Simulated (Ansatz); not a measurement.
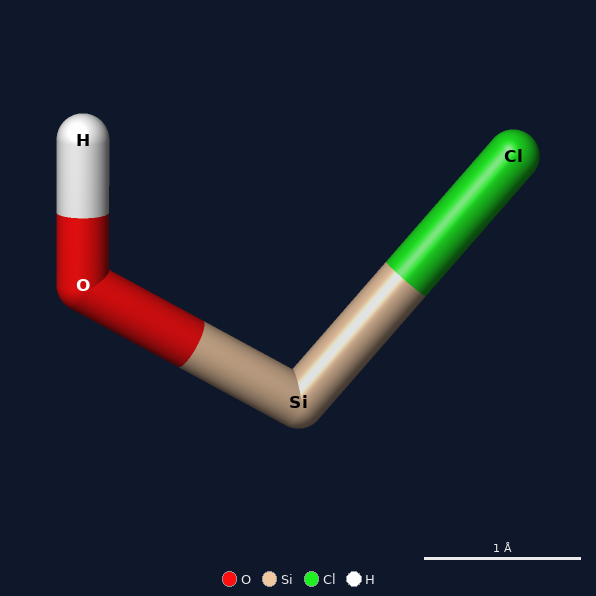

The structure as it stands in the input.

Ansatz 0.2.0 input:

```yaml
crystal:
  periodic: [false, false, false]
  atoms:
    - {symbol: O, position_ang: [-0.911755, 0.450160, -0.308684]}
    - {symbol: Si, position_ang: [-0.434209, -0.789716, 0.647025]}
    - {symbol: Cl, position_ang: [1.662272, -0.701008, 0.421355]}
    - {symbol: H, position_ang: [-0.260807, 0.980362, -0.779997]}
basis:
  gaussian: {orbitals: def2-TZVPP}
hamiltonian: {xc: {name: B3LYP}, dispersion: d4}
```

Result:

```
Functional definition: B3LYP
  name "B3LYP"
  cite "Stephens, Devlin, Chabalowski & Frisch, J. Phys. Chem. 98, 11623 (1994) doi:10.1021/j100096a001"
  cite "Becke, Phys. Rev. A 38, 3098 (1988) doi:10.1103/PhysRevA.38.3098"
  cite "Lee, Yang & Parr, Phys. Rev. B 37, 785 (1988) doi:10.1103/PhysRevB.37.785"
  cite "Vosko, Wilk & Nusair, Can. J. Phys. 58, 1200 (1980) doi:10.1139/p80-159"
  parameter a0 = 0.2
  parameter ax = 0.72
  parameter ac = 0.81
  exchange = (1 - a0 - ax)*slater_x + ax*b88_x + a0*exact_x
  correlation = (1 - ac)*vwn_rpa_c + ac*lyp_c
814 factors; their error is unknown
mean field evaluation 1: about -22462.4001 eV, gradient 5.9e1 eV
mean field evaluation 2: about -22436.3458 eV, gradient 1.2e2 eV
mean field evaluation 4: about -22467.8537 eV, gradient 6.5e0 eV
mean field evaluation 8: about -22467.9773 eV, gradient 1.7e-1 eV
mean field -22467.97734394 eV, -825.6829380478 hartree, gradient 6.6e-5 eV, S^2 0.000000; 0 other end points of the search recorded, 0 dependent functions left out
reference -22467.97754674 eV, -825.6829455006 hartree; 20, 20 occupied and 109, 109 virtual orbitals, 814 factors
Total energy: -22468.11681668 eV, -825.6880635765 hartree
```
